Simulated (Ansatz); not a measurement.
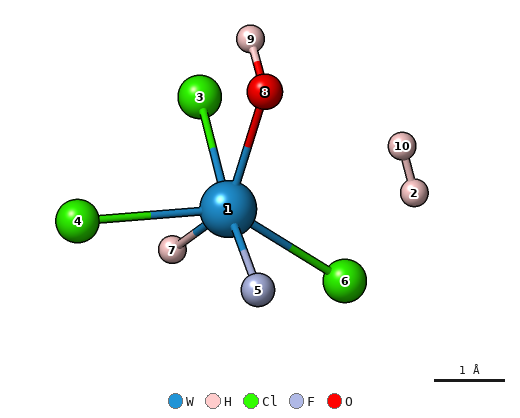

WH4OCl3F, before the relaxation. The picture is a ball-and-stick view, seen at a tilt.

The run prepares an end point of a later path (reaction) calculation, from a guessed geometry.

The calculation used Ansatz, RKS PBE-D4/def2-SVP.

Input file:
```yaml
crystal:
  periodic: [false, false, false]
  atoms:
    - { symbol: W, position_ang: [0.202413, 0.410406, -0.129909] }
    - { symbol: H, position_ang: [-0.128678, -0.430948, 2.657138] }
    - { symbol: Cl, position_ang: [2.485491, 0.101628, -0.953128] }
    - { symbol: Cl, position_ang: [-0.319926, 2.186973, -1.4729] }
    - { symbol: F, position_ang: [-1.507394, 0.636072, 0.639354] }
    - { symbol: Cl, position_ang: [-0.105074, -1.834725, 0.206212] }
    - { symbol: H, position_ang: [0.348835, -0.207939, -1.681612] }
    - { symbol: O, position_ang: [1.325547, 1.211421, 1.193576] }
    - { symbol: H, position_ang: [2.283831, 1.234242, 0.928108] }
    - { symbol: H, position_ang: [0.361453, 0.06907, 2.83156] }
basis:
  gaussian: { orbitals: def2-SVP }
hamiltonian:
  xc: pbe
  dispersion: d4
relax:
  f_tol: 0.03
  max_steps: 50
```

Command:
```bash
ansatz run input.yaml --threads 4 --pin off --max-ram 5120MiB --backend cpu --events-out ev --progress --plain --runs-dir out
```

Predict the outcome.

Answer. Over 19 accepted moves (20 points after the start) the energy falls by 23.1 kJ/mol. The largest force component goes from 1.3 to 0.028 eV/Å. The line search rejected the trial step at point 19 of the run. The forces were under the threshold at step 9, but the run went on from there. H2 moves most after the best rigid fit: 0.98 Å. Largest moves by element: H 0.98 Å, F 0.54 Å, Cl 0.45 Å, O 0.30 Å, W 0.28 Å. Some distances before and after: W1–H2 2.930 → 4.014 Å, W1–H10 2.985 → 3.800 Å, H2–H10 0.722 → 0.768 Å, W1–O8 1.912 → 1.873 Å. Bond angles that change, for instance: Cl6–W1–O8 112.8° → 106.7°, Cl4–W1–O8 102.4° → 106.1°, Cl4–W1–Cl6 144.7° → 147.2°.

The structure at the end:

```xyz
10

W     0.1165    0.5425   -0.3612
H     0.3428   -0.9079    3.3751
Cl    2.4750    0.1591   -0.8983
Cl   -0.1698    2.2137   -1.8988
F    -1.6500    0.9102    0.2000
Cl   -0.3049   -1.6310    0.2191
H     0.4249   -0.2638   -1.8062
O     1.0725    1.3032    1.0590
H     2.0631    1.2270    0.9883
H     0.5764   -0.1769    3.3413
```

The end point in the same view:

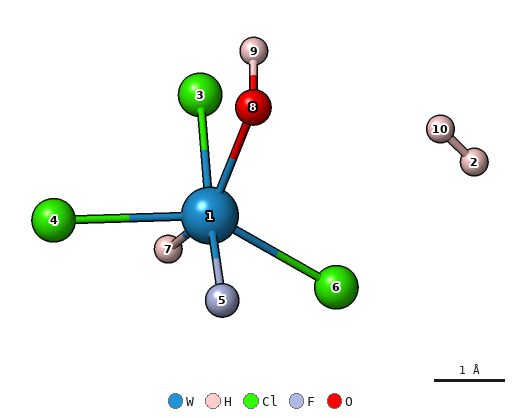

Limits of the set-up: the start holds two separate molecules, 2.2 Å apart at their closest, whose relative position is a soft coordinate.
